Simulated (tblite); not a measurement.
# C4H7NO2Si: the cost of one run

Computed with tblite 0.8.0 and PySCF 2.14.0, with density-fitted response routines of our own, on a single molecule in the gas phase. Atoms are numbered from 0 throughout.

### Step 1. The starting structure

15 atoms, charge 0, multiplicity 1; geometry from: force field or distance geometry start.

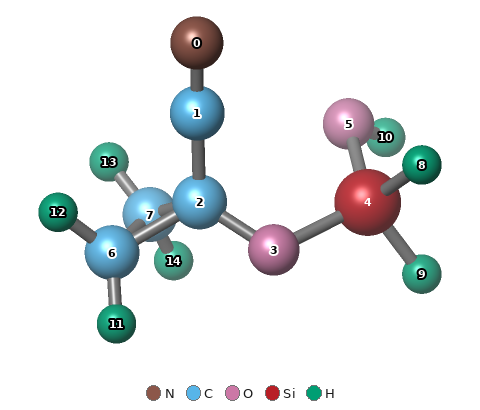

As it starts; nitrogen brown, carbon blue, oxygen pink, silicon red, hydrogen teal, atoms numbered.

### Step 2. Relaxing the molecule with GFN2-xTB

Job settings and geometry (Å):

```
{"job": {"kind": "relax", "xc": "GFN2-xTB", "basis": "xTB"}, "charge": 0, "multiplicity": 1}
N     -0.552800     1.777700     2.171400
C     -0.591400     0.935900     1.347100
C     -0.620400    -0.147800     0.345100
O      0.370700    -1.077600     0.419700
Si     1.948100    -0.447500     0.274700
O      1.985600     1.094800    -0.469900
C     -2.016600    -0.654600    -0.061700
C     -1.184400     0.196900    -0.992800
H      2.651700    -0.393800     1.585100
H      2.718500    -1.422800    -0.525500
H      2.642600     1.067000    -1.235800
H     -2.106700    -1.742800    -0.230900
H     -2.824300    -0.094900     0.484100
H     -1.633000     1.189300    -1.219100
H     -0.792100    -0.271900    -1.913400
```

On the command line:

```
$ OMP_NUM_THREADS=1 python probes_run.py task.json out
```

This one command runs all jobs of the session in turn.

Q: Estimate the wall time and peak memory of this first job on 1 thread of Arm Neoverse N1, shared host.

About 1.6 s, with a peak of 0.18 GiB.
